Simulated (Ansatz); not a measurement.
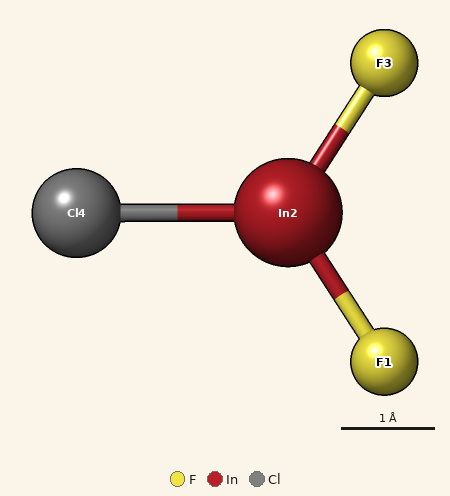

The structure (ball-and-stick view, seen at an oblique angle; atoms are numbered from 1 in the order of the input). Sticks mark near contacts. Bond lengths as drawn: Cl–In 2.28 Å and F–In 1.92 Å.

**InClF₂: single-point calculation**

The run: single-point calculation of InClF₂, multiplicity 3, SMILES [F][In]([F])[Cl]. Method and program: MP2/def2-SVP, UHF, core potentials def2-SVP (Ansatz 0.2.0).

The geometry is that of the parent species in another charge or spin state. The geometry comes from this level: PBE0-D4/def2-TZVP.

Input:
```yaml
crystal:
  periodic: [false, false, false]
  atoms:
    - {symbol: F, position_ang: [0.588200, 0.614600, 1.749600]}
    - {symbol: In, position_ang: [0.046700, -0.040500, 0.025100]}
    - {symbol: F, position_ang: [0.831500, -1.720700, -0.482100]}
    - {symbol: Cl, position_ang: [-1.410900, 1.086300, -1.312800]}
basis:
  gaussian:
    orbitals: def2-SVP
total_charge: 0
magnetization:
  spin_polarized: true
  initial_magnetization: 2
correlation:
  method: mp2
  frozen_orbitals: {Cl: 5, F: 1, In: 4}
accuracy: high
```

Launched with:
```bash
ansatz run job.yaml --threads 1 --pin off --max-ram 3480MiB --events-out events.jsonl --progress --plain --runs-dir runs
```

What the program printed:
```
Functional definition: HF
  name "HF"
  exchange = exact_x
  correlation = 0
1486 factors; integrals over basis functions are off by at most 3.0e-9 eV
mean field evaluation 1: about -23047.9421 eV, gradient 3.3e1 eV
mean field evaluation 2: about -23047.9761 eV, gradient 3.3e1 eV
mean field evaluation 4: about -23052.6464 eV, gradient 2.3e0 eV
mean field evaluation 8: about -23052.7453 eV, gradient 1.6e-1 eV
mean field evaluation 16: about -23052.7460 eV, gradient 2.9e-8 eV
mean field evaluation 32: about -23052.7457 eV, gradient 2.2e-1 eV
mean field evaluation 64: about -23052.3257 eV, gradient 3.0e-4 eV
mean field evaluation 96: about -23051.7805 eV, gradient 3.2e0 eV
mean field -23052.74597637 eV, -847.1727889193 hartree, gradient 2.9e-8 eV, S^2 2.012367; 10 other end points of the search recorded, 0 dependent functions left out
11 core orbitals not correlated: weight in the atoms' cores, before any rotation towards them, 1.000 or more for the frozen orbitals, at most 0.000 for the correlated occupied ones
reference -23052.74597637 eV, -847.1727889193 hartree; 18, 16 occupied and 43, 45 virtual orbitals, 1486 factors
second order -15.47228237 eV of doubles, -0.00000000 eV of singles
Total energy: -23068.21825875 eV, -847.7413848090 hartree
```

Key numbers:

```tsv
quantity	value
outcome	converged
total energy	−847.741385 hartree
SCF energy	−847.172789 hartree
MP2 energy	−847.741385 hartree
correlation energy	−0.568596 hartree
basis functions	72
⟨S²⟩	2.012
SCF solution under orbital rotations	stable
hardware	1 thread of Arm Neoverse V2, 24 GiB of memory available, shared host
wall time	8.7 s
peak memory	0.24 GiB
```
